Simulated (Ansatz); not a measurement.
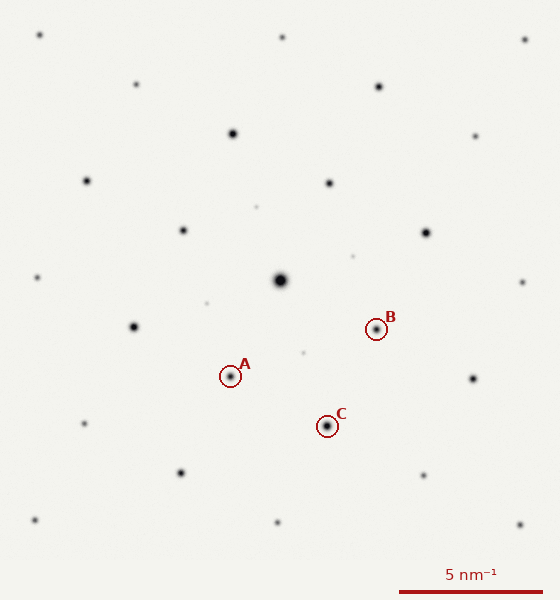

Computed electron diffraction pattern, 200 kV, single scattering only, B = 0.5 Å². The zone axis points towards the electron source and the pattern is seen from the source side.

Lu2CuGe3, space group P-4m2 (No. 115), a = 3.713 Å, c = 8.137 Å. Structure: coordinates from a relaxation (final pressure about 11 GPa) with DFT, PAW plane waves, pbe in Ansatz; the starting structure was generated, so it need not be a known form of this composition.

```
atom  site  symmetry       x       y       z
  Ge    1b      -4m2  0.5000  0.5000  0.0000
  Cu    1a      -4m2  0.0000  0.0000  0.0000
  Lu    2g      2mm.  0.0000  0.5000  0.7507
  Ge    2g      2mm.  0.0000  0.5000  0.4175
```

Spot A is indexed -1 -1 0 and spot B 1 -1 0.

Q: Index the other marked spot.

A: C = A + B = 0 -2 0 (d = 1.856 Å).

Q: Find the zone axis.

A: The cross product of A and B is parallel to [001]; every spot obeys hu + kv + lw = 0.

Q: What are the spacings of A and B and the angle between them?

A: d(A) = 2.625 Å, d(B) = 2.625 Å, and the angle is 90.0°.
